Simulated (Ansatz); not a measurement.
## Electronic structure of ClH₂O₂Sn (charge −1) in real space

The calculation's input:

```
crystal:
  periodic: [false, false, false]
  atoms:
    - symbol: Cl
      position_ang: [-2.783208, -0.653042, 2.568327]
    - symbol: O
      position_ang: [-3.095496, 0.387982, -0.958767]
    - symbol: O
      position_ang: [-1.059638, 1.996630, 1.061098]
    - symbol: Sn
      position_ang: [-2.866772, 1.077691, 0.784495]
    - symbol: H
      position_ang: [-3.897744, 2.203149, 1.599765]
    - symbol: H
      position_ang: [-0.474962, 1.660571, 0.368650]
basis:
  gaussian: {orbitals: def2-TZVPD}
total_charge: -1
hamiltonian: {xc: pbe0}
output: {forces: true, orbitals: {seedname: orbitals}}
```

Command:

```sh
ansatz run input.yaml --threads 2 --pin off --max-ram 4350MiB --events-out events.jsonl --progress --plain --runs-dir runs
```

Geometry: r2SCAN-D4/def2-SVPD; core potentials replace the inner electrons of Sn.

Level of theory: isolated molecule in a Gaussian basis; Kohn-Sham density functional theory, functional PBE0 (Ansatz 0.2.0).

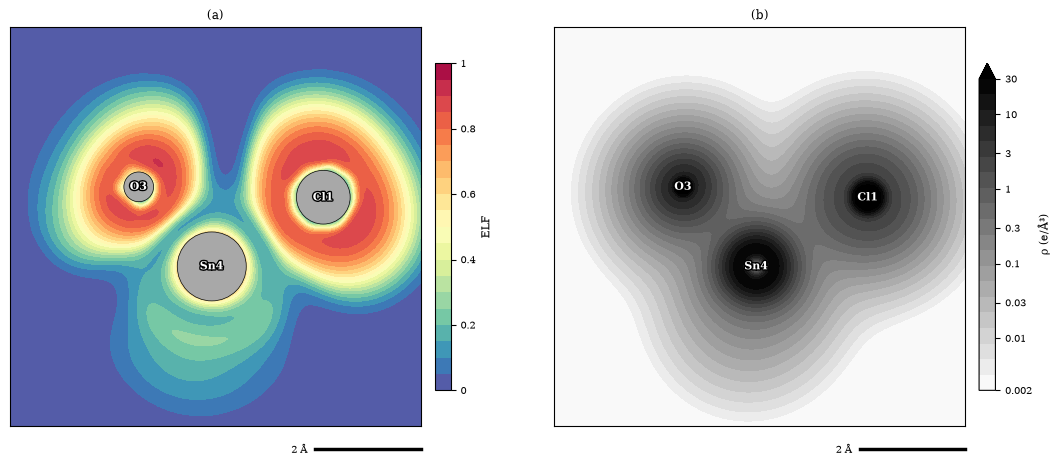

Figure 1. (a) electron localisation function; (b) electron density on the plane of atoms Cl1, Sn4 and O3. Grey discs cover the atomic cores in the ELF map.

Describe what can be read from this map.

Answer. The section cuts through Cl, O and Sn sites.
Sn–Cl (2.49 Å): ρ is about 0.45 e/Å³ halfway; the ELF peaks at about 0.85 in the valence shell of Cl, 0.8 Å from its nucleus, and drops to about 0.15 between the two atoms.
Sn–O (2.05 Å): ρ at the midpoint is about 0.69 e/Å³; the ELF peaks at about 0.85 in the valence shell of O, 0.6 Å from its nucleus, and drops to about 0.15 between the two atoms.
The ELF also peaks beside Cl1 and O3, away from the bonds: lone-pair regions.

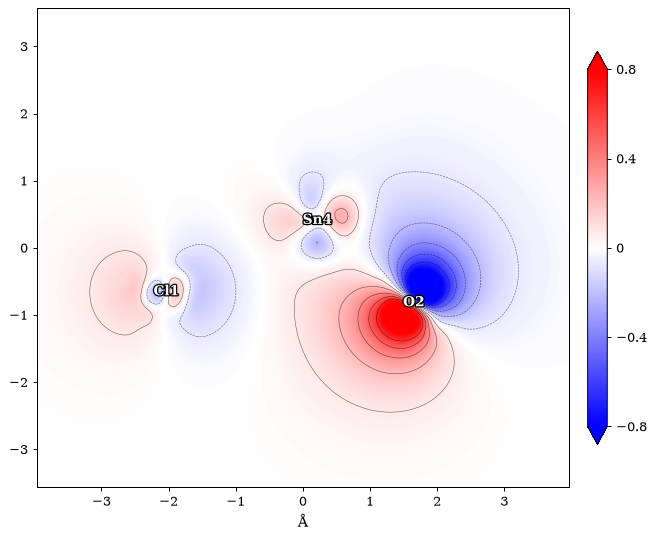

Figure 2. The HOMO−1 on the plane of atoms Cl1, Sn4 and O2 (values in Å⁻³ᐟ²; the overall sign is arbitrary).

Describe this orbital and give its energy.

Answer. Its weight (Hirshfeld) is mainly on O2 (about 80 %) and Sn4 (about 15 %); largely a lone pair of O2. Its energy is −2.38 eV.

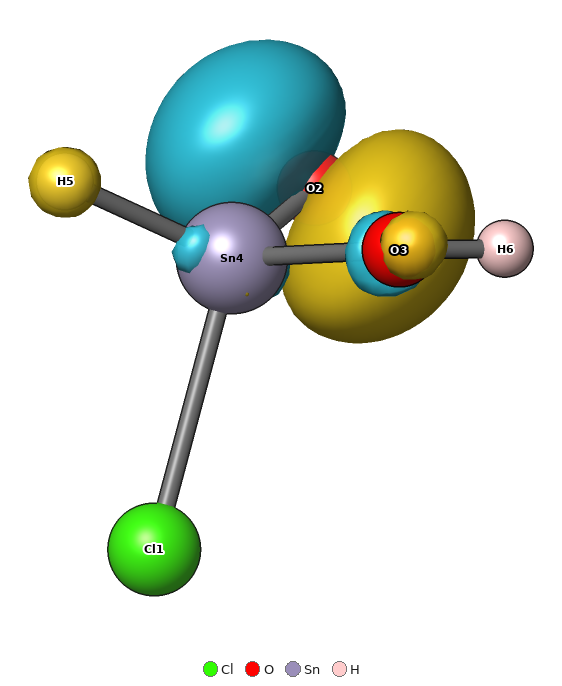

Figure 3. The HOMO at ±0.15 Å⁻³ᐟ² (yellow and cyan are the two phases), seen at an oblique angle.

What is the character of this orbital?

Answer. Its weight (Hirshfeld) is mainly on O2 (about 80 %) and Sn4 (about 15 %); largely a lone pair of O2. Its energy is −2.34 eV.
